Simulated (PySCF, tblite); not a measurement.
# C4H5OPSi: geometry, infrared bands and NMR shifts

What infrared bands and NMR shifts should C4H5OPSi (`C#C[P@@]1(=O)C=C1[SiH3]`) show?

Computed with tblite 0.8.0 and PySCF 2.14.0, with density-fitted response routines of our own, on a single molecule in the gas phase. Atoms count from 0, in the outputs and in this text.

## 1. The starting structure

12 atoms, charge 0, multiplicity 1; geometry from: force field or distance geometry start.

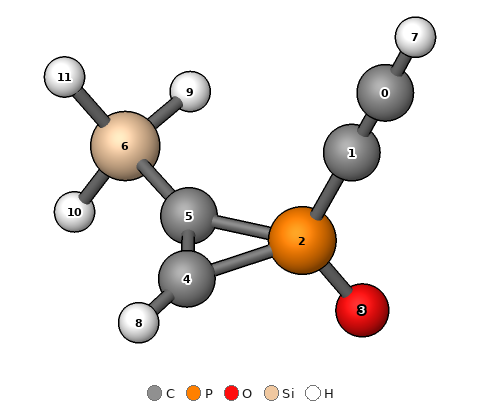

As it starts; carbon grey, phosphorus orange, oxygen red, silicon light orange, hydrogen white, atoms numbered.

## 2. Relaxing the molecule with GFN2-xTB

The job: settings as JSON, then the geometry in Å.

```
{"job": {"kind": "relax", "xc": "GFN2-xTB", "basis": "xTB"}, "charge": 0, "multiplicity": 1}
C      2.612100     1.779600     0.782300
C      2.010900     0.876900     0.277700
P      1.143900    -0.456500    -0.439100
O      1.556000    -1.002700    -1.772300
C      0.251000    -1.605900     0.593500
C     -0.566200    -0.651400     0.090000
Si    -2.269700     0.079400    -0.034700
H      3.135000     2.618500     1.228900
H      0.244800    -2.504100     1.231700
H     -2.273900     1.230400    -0.949300
H     -3.135900    -0.979200    -0.545500
H     -2.706800     0.614300     1.275700
```

Command:

```
$ OMP_NUM_THREADS=1 python probes_run.py task.json out
```

One launch serves the whole session: the jobs run in the order shown.

**Question.** This job is followed by: GFN2-xTB harmonic vibrations, gas phase; GIAO PBE0/pcSseg-1 NMR shielding, non-relativistic, gas phase. What will the session give for the following? strongest single infrared mode (GFN2-xTB); zero-point energy (GFN2-xTB); ¹³C shifts against TMS (PBE0/pcSseg-1); ¹H shifts against TMS (PBE0/pcSseg-1, means over atoms taken as alike); ³¹P shifts against H3PO4 (PBE0/pcSseg-1); ¹⁷O shifts against H2O (PBE0/pcSseg-1); ²⁹Si shifts against TMS (PBE0/pcSseg-1).

**Answer**, as computed:

| quantity | value |
| --- | --- |
| strongest single infrared mode (GFN2-xTB) | 771 cm⁻¹, 353 km/mol |
| zero-point energy (GFN2-xTB) | 42.0 kcal/mol |
| ¹³C shifts against TMS (PBE0/pcSseg-1) | 191.2, 185.8, 96.2, 82.5 ppm |
| ¹H shifts against TMS (PBE0/pcSseg-1, means over atoms taken as alike) | 10.41, 4.43, 2.46 ppm |
| ³¹P shifts against H3PO4 (PBE0/pcSseg-1) | -146.5 ppm |
| ¹⁷O shifts against H2O (PBE0/pcSseg-1) | 83.5 ppm |
| ²⁹Si shifts against TMS (PBE0/pcSseg-1) | -90.7 ppm |

**Reading.** Relaxing lowered the energy by 0.250 eV in 68 steps; the close pair that moved most is C0–H7, from 1.085 to 1.052 Å. The lowest mode is imaginary (58i cm⁻¹), so the xTB geometry is not a minimum. GFN2-xTB is a fitted tight-binding method: band positions and strengths are rough. Its intensities can rank the bands wrongly. At PBE0/pcSseg-1: The largest span, 539 ppm, is at P2, where the paramagnetic term is -497 ppm.
